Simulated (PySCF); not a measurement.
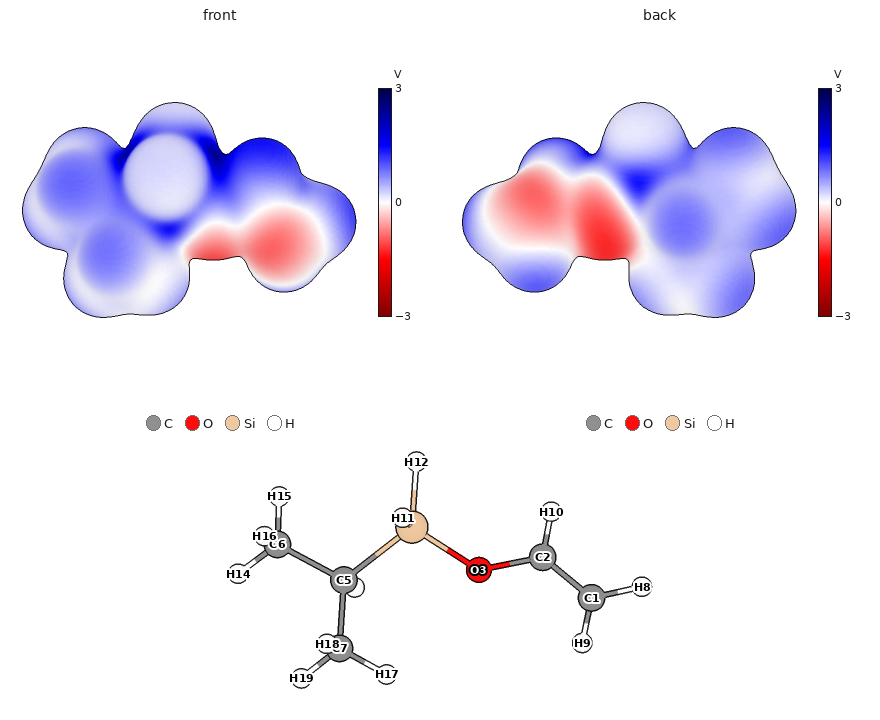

*C₅H₁₂OSi (SMILES C=CO[SiH2]C(C)C). The electrostatic potential painted on the density surface at 0.004 e/bohr³, seen from the front and from behind; the colour scale runs from red (negative) to blue (positive). The bare structure is drawn below in the same view.*

Geometry: GFN2-xTB.

The calculation used PBE0/pcSseg-1, SCF density, gas phase, non-relativistic (PySCF).

Input file:

```
{"job": {"kind": "nmr", "xc": "PBE0", "basis": "pcSseg-1"}, "charge": 0, "multiplicity": 1}
C      3.677973    -0.655638     0.456654
C      2.766007     0.216091     0.063687
O      1.450619    -0.071814     0.052138
Si     0.174795     0.834901    -0.396774
C     -1.306591    -0.311300    -0.089304
C     -2.593983     0.361671    -0.551244
C     -1.423433    -0.720025     1.378128
H      4.720713    -0.402035     0.457757
H      3.400276    -1.641290     0.784546
H      3.029587     1.212952    -0.269446
H      0.104971     2.057001     0.413865
H      0.291305     1.219049    -1.808674
H     -1.178434    -1.225612    -0.678841
H     -3.450035    -0.295901    -0.403890
H     -2.539279     0.621094    -1.605718
H     -2.769091     1.275819     0.011973
H     -0.513643    -1.212218     1.713084
H     -1.593771     0.153197     2.005133
H     -2.257788    -1.406690     1.520120
```

Launched as:

```sh
OMP_NUM_THREADS=1 python probes_run.py task.json out
```

Q: Describe the electrostatic potential map.

A: The most negative region (about −1.2 V) lies over O3, the most positive (about +2.2 V) over Si4. O3 is the likeliest acceptor of a hydrogen bond.

Q: What dipole moment does the calculation give?

A: Its dipole moment is 0.79 D.
